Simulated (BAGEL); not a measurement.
**SiHCl2OF (SMILES O[Si](F)(Cl)Cl) at 4 levels**

We compute a comparison of 4 runs (B3LYP/6-31G*, B3LYP/def2-SVP, PBE0/def2-SVP, RI-MP2/def2-SVP) of SiHCl2OF. 

The results are computed with BAGEL 1.2.2.

1 further run of the same task is left out (it didn't finish). Runs told in other sessions of the task aren't counted.

## Step 1: Starting point

The species is SiHCl2OF (6 atoms), meant as a singlet with charge 0. As SMILES, `O[Si](F)(Cl)Cl`. The shape is that of a PBE0-D4/def2-TZVP optimisation. This is one conformer, not always the lowest.

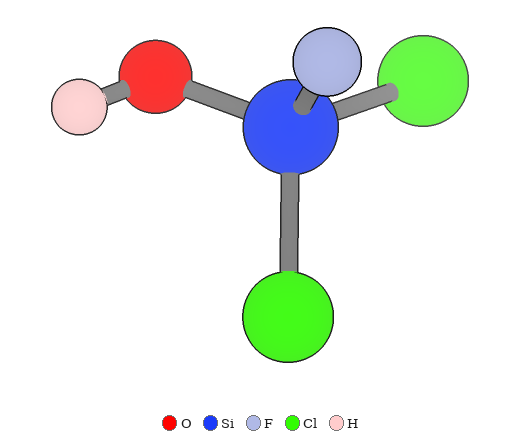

Viewed from a chosen angle; oxygen red, silicon blue, fluorine light blue, chlorine green, hydrogen pink.

## Step 2: The energy at B3LYP/6-31G(d) (density fitting with qzvpp-jkfit, spherical functions) (run 1)

File input.json:

```json
{ "bagel": [

{
  "title": "molecule",
  "basis": "6-31gs.json",
  "df_basis": "qzvpp-jkfit",
  "angstrom": true,
  "geometry": [
    { "atom": "O", "xyz": [   -0.507700,    0.453700,    1.122500 ] },
    { "atom": "Si", "xyz": [    0.219500,    0.013400,   -0.247400 ] },
    { "atom": "F", "xyz": [    1.583200,   -0.726700,    0.044400 ] },
    { "atom": "Cl", "xyz": [   -0.921300,   -1.272900,   -1.319600 ] },
    { "atom": "Cl", "xyz": [    0.618000,    1.683900,   -1.294500 ] },
    { "atom": "H", "xyz": [   -0.949600,   -0.215500,    1.648500 ] }
  ]
},
{ "title": "ks", "xc_func": "b3lyp" },
{ "title": "print", "file": "orbitals.molden", "orbitals": true }

]}
```

The basis set 6-31G* is read from a file made from the Basis Set Exchange's data (not shown).

The run is started by

```bash
$ BAGEL_NUM_THREADS=1 BAGEL input.json > input.out
```

Standard output:

```text
* using 1 threads per process

  ===============================================================
  ===============================================================

  *** Geometry ***

  { "atom" : "O", "xyz" : [     -0.959414,      0.857369,      2.121218 ] },
  { "atom" : "Si", "xyz" : [      0.414795,      0.025322,     -0.467518 ] },
  { "atom" : "F", "xyz" : [      2.991814,     -1.373264,      0.083904 ] },
  { "atom" : "Cl", "xyz" : [     -1.741005,     -2.405432,     -2.493683 ] },
  { "atom" : "Cl", "xyz" : [      1.167851,      3.182110,     -2.446250 ] },
  { "atom" : "H", "xyz" : [     -1.794484,     -0.407236,      3.115214 ] },

  Number of auxiliary basis functions:      556

  Since a DF basis is specified, we compute 2- and 3-index integrals:
    o Being stored without compression. Storage requirement is 0.031 GB

  Number of basis functions:       84
  Number of electrons      :       66

    * METHOD: MOLECULE                             0.28

  *** Kohn-Sham DFT ***

    * Removing 11403 points whose weight is below 1.00e-10
    * Grid points: 78033

  === Nuclear Repulsion ===
   382.5471134079

       - DIIS with orbital gradients will be used.

  === KS iteration (b3lyp / 6-31gs.json) ===
      0      -1351.32959642          0.14098627           0.33
      1      -1308.55773481          0.18663030           0.31
      2      -1306.49634258          0.17101708           0.31
      3      -1314.06568731          0.16744451           0.31
      4      -1365.95651517          0.12427073           0.31
      5      -1385.39962639          0.02269456           0.31
      6      -1384.81442662          0.04384357           0.31
      7      -1385.73391817          0.00476594           0.31
      8      -1385.74581757          0.00100834           0.31
      9      -1385.74638060          0.00020198           0.31
     10      -1385.74640136          0.00007797           0.31
     11      -1385.74640480          0.00001308           0.30
     12      -1385.74640488          0.00000419           0.30
     13      -1385.74640489          0.00000157           0.31
     14      -1385.74640489          0.00000029           0.31
     15      -1385.74640489          0.00000013           0.30
     16      -1385.74640489          0.00000004           0.31
     17      -1385.74640489          0.00000001           0.31
    * SCF iteration converged.

    * Permanent dipole moment:
           (    0.432581,     0.355623,    -0.578000) a.u.

    * METHOD: KS                                   5.85

    * METHOD: PRINT                                0.01

  ===============================================================
```

Wall time 6.3 s (1 thread of Arm Neoverse V2, shared host); peak memory 0.37 GiB.

## Step 3: A single-point energy at B3LYP/def2-SVP (density fitting with qzvpp-jkfit) (run 2)

File calc.json:

```json
{ "bagel": [

{
  "title": "molecule",
  "basis": "svp",
  "df_basis": "qzvpp-jkfit",
  "angstrom": true,
  "geometry": [
    { "atom": "O", "xyz": [      -0.507700,       0.453700,       1.122500 ] },
    { "atom": "Si", "xyz": [       0.219500,       0.013400,      -0.247400 ] },
    { "atom": "F", "xyz": [       1.583200,      -0.726700,       0.044400 ] },
    { "atom": "Cl", "xyz": [      -0.921300,      -1.272900,      -1.319600 ] },
    { "atom": "Cl", "xyz": [       0.618000,       1.683900,      -1.294500 ] },
    { "atom": "H", "xyz": [      -0.949600,      -0.215500,       1.648500 ] }
  ]
},

{
  "title": "ks",
  "xc_func": "b3lyp"
},

{
  "title": "print",
  "file": "orbitals.molden",
  "orbitals": true
}

]}
```

The run is started by

```bash
$ BAGEL_NUM_THREADS=1 BAGEL calc.json > calc.out
```

Standard output:

```text
* using 1 threads per process

  ===============================================================
  ===============================================================

  *** Geometry ***

  { "atom" : "O", "xyz" : [     -0.959414,      0.857369,      2.121218 ] },
  { "atom" : "Si", "xyz" : [      0.414795,      0.025322,     -0.467518 ] },
  { "atom" : "F", "xyz" : [      2.991814,     -1.373264,      0.083904 ] },
  { "atom" : "Cl", "xyz" : [     -1.741005,     -2.405432,     -2.493683 ] },
  { "atom" : "Cl", "xyz" : [      1.167851,      3.182110,     -2.446250 ] },
  { "atom" : "H", "xyz" : [     -1.794484,     -0.407236,      3.115214 ] },

  Number of auxiliary basis functions:      556

  Since a DF basis is specified, we compute 2- and 3-index integrals:
    o Being stored without compression. Storage requirement is 0.034 GB

  Number of basis functions:       87
  Number of electrons      :       66

    * METHOD: MOLECULE                             0.24

  *** Kohn-Sham DFT ***

    * Removing 11403 points whose weight is below 1.00e-10
    * Grid points: 78033

  === Nuclear Repulsion ===
   382.5471134079

       - DIIS with orbital gradients will be used.

  === KS iteration (b3lyp / svp) ===
      0      -1351.84497013          0.11946908           0.34
      1      -1308.16575328          0.19848181           0.32
      2      -1343.32403839          0.11211684           0.33
      3      -1361.42906134          0.11374357           0.32
      4      -1384.76982122          0.02871514           0.32
      5      -1383.76207987          0.04171855           0.32
      6      -1385.15265421          0.01368531           0.32
      7      -1385.23403851          0.00830174           0.32
      8      -1385.28584998          0.00337068           0.32
      9      -1385.29184791          0.00148900           0.32
     10      -1385.29313410          0.00035094           0.32
     11      -1385.29320354          0.00009397           0.32
     12      -1385.29321305          0.00000862           0.32
     13      -1385.29321311          0.00000234           0.32
     14      -1385.29321311          0.00000068           0.32
     15      -1385.29321311          0.00000026           0.32
     16      -1385.29321311          0.00000011           0.32
     17      -1385.29321311          0.00000003           0.32
     18      -1385.29321311          0.00000001           0.32
    * SCF iteration converged.

    * Permanent dipole moment:
           (    0.476816,     0.308788,    -0.469387) a.u.

    * METHOD: KS                                   6.46

    * METHOD: PRINT                                0.01

  ===============================================================
```

It took 6.9 s on 1 thread of Arm Neoverse V2, shared host; peak memory 0.38 GiB.

Run 3 isn't shown in full; the table further down has it.

## Step 4: The energy at RI-MP2/def2-SVP (density fitting with qzvpp-jkfit) (run 4)

File job.json:

```json
{ "bagel": [

{
  "title": "molecule",
  "basis": "svp",
  "df_basis": "qzvpp-jkfit",
  "angstrom": true,
  "geometry": [
    { "atom": "O", "xyz": [   -0.507700,    0.453700,    1.122500 ] },
    { "atom": "Si", "xyz": [    0.219500,    0.013400,   -0.247400 ] },
    { "atom": "F", "xyz": [    1.583200,   -0.726700,    0.044400 ] },
    { "atom": "Cl", "xyz": [   -0.921300,   -1.272900,   -1.319600 ] },
    { "atom": "Cl", "xyz": [    0.618000,    1.683900,   -1.294500 ] },
    { "atom": "H", "xyz": [   -0.949600,   -0.215500,    1.648500 ] }
  ]
},
{
  "title": "hf"
},
{
  "title": "mp2",
  "ncore": 17
}

]}
```

The run is started by

```bash
$ BAGEL_NUM_THREADS=1 BAGEL job.json > job.out
```

Standard output:

```text
* using 1 threads per process

  ===============================================================
  ===============================================================

  *** Geometry ***

  { "atom" : "O", "xyz" : [     -0.959414,      0.857369,      2.121218 ] },
  { "atom" : "Si", "xyz" : [      0.414795,      0.025322,     -0.467518 ] },
  { "atom" : "F", "xyz" : [      2.991814,     -1.373264,      0.083904 ] },
  { "atom" : "Cl", "xyz" : [     -1.741005,     -2.405432,     -2.493683 ] },
  { "atom" : "Cl", "xyz" : [      1.167851,      3.182110,     -2.446250 ] },
  { "atom" : "H", "xyz" : [     -1.794484,     -0.407236,      3.115214 ] },

  Number of auxiliary basis functions:      556

  Since a DF basis is specified, we compute 2- and 3-index integrals:
    o Being stored without compression. Storage requirement is 0.034 GB

  Number of basis functions:       87
  Number of electrons      :       66

    * METHOD: MOLECULE                             0.24

  *** RHF ***

  === Nuclear Repulsion ===
   382.5471134079

      * DIIS with orbital gradients will be used.

  === RHF iteration (svp) ===
      0      -1382.28532855          0.01985559           0.10
      1      -1382.43244882          0.01260844           0.09
      2      -1382.51391879          0.00077365           0.09
      3      -1382.51449428          0.00022592           0.09
      4      -1382.51453743          0.00005699           0.09
      5      -1382.51454011          0.00001277           0.10
      6      -1382.51454031          0.00000459           0.10
      7      -1382.51454033          0.00000139           0.09
      8      -1382.51454033          0.00000043           0.10
      9      -1382.51454033          0.00000011           0.10
     10      -1382.51454033          0.00000004           0.10
     11      -1382.51454033          0.00000001           0.10
     12      -1382.51454033          0.00000000           0.10
    * SCF iteration converged.

    * Permanent dipole moment:
           (    0.526486,     0.348668,    -0.482505) a.u.

    * METHOD: HF                                   1.43

  *** RHF ***

  === Nuclear Repulsion ===
   382.5471134079

      * DIIS with orbital gradients will be used.

  === RHF iteration (svp) ===
      0      -1382.51454033          0.00000000           0.09
    * SCF iteration converged.

    * Permanent dipole moment:
           (    0.526486,     0.348668,    -0.482505) a.u.

  === DF-MP2 calculation ===

    * freezing 17 orbitals
    * 3-index integral transformation done
    * assembly done

      MP2 correlation energy:   -0.7215531457      0.04

      MP2 total energy:       -1383.2360934769

    * METHOD: MP2                                  0.24

  ===============================================================
```

Run time: 2.1 s. Hardware: 1 thread of Arm Neoverse V2, shared host; peak memory 0.15 GiB.

## Step 5: All runs side by side

```
run                                                                 level  frozen core orbitals   energy (Eh)  dipole moment (D)  HOMO energy (eV)  LUMO energy (eV)  wall time
  1  B3LYP/6-31G* (density fitting with qzvpp-jkfit, spherical functions)                     –  -1385.746405               2.05             -9.23              0.08      6.3 s
  2                     B3LYP/def2-SVP (density fitting with qzvpp-jkfit)                     –  -1385.293213               1.87             -9.04              0.36      6.9 s
  3                      PBE0/def2-SVP (density fitting with qzvpp-jkfit)                     –  -1384.659293               1.92             -9.44              0.66      7.2 s
  4                    RI-MP2/def2-SVP (density fitting with qzvpp-jkfit)                    17  -1383.236093                  –                 –                 –      2.1 s
```

## Step 6: Results

```
                                           quantity           value
                                run 4: total energy  -1383.23609 Eh
run 4: correlation energy (17 core orbitals frozen)      -721.6 mEh
```

What this shows: Over runs 1, 2, 3 the dipole moment (its size) runs from 1.87 D (B3LYP/def2-SVP) to 2.05 D (B3LYP/6-31G*). Over runs 1, 2, 3 the HOMO–LUMO gap runs from 9.30 eV (B3LYP/6-31G*) to 10.10 eV (PBE0/def2-SVP). The two ends differ in method and basis. Totals of different functionals can't be ranked against each other. All runs together took 23 s, the longest 7.2 s.
